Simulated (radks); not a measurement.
System: the niobium ion Nb³⁺, configuration [Kr] 4d2. Level of theory: scalar-relativistic Kohn-Sham, PBE, spin-unpolarised, spherical densities, finite nucleus. Computed with the in-house radial solver radks.

```
Z 41
configuration [Kr] 4d2
relativity scalar-relativistic
functional pbe,pbe
spin unpolarised
nucleus finite rms 4.324 fm
c 137.035999084
```

Wanted: the number of electrons inside radius r (solid) and the radial density 4πr²ρ (dashed).

The count levels off at 38 electrons. Half of them lie within 0.404 bohr, 90 % within 1.41 bohr and 99 % within 2.47 bohr. The radial density has minima at 0.0510, 0.228 and 0.924 bohr, where the count stands at 2.0, 11.1 and 29.6; these part the shells that the density resolves.

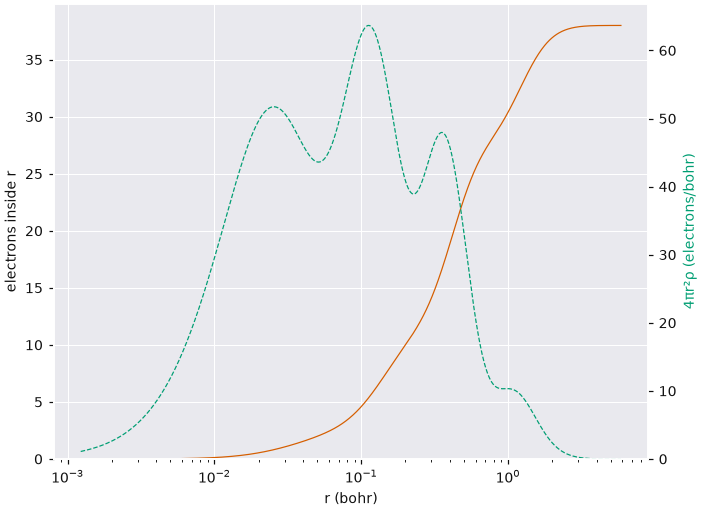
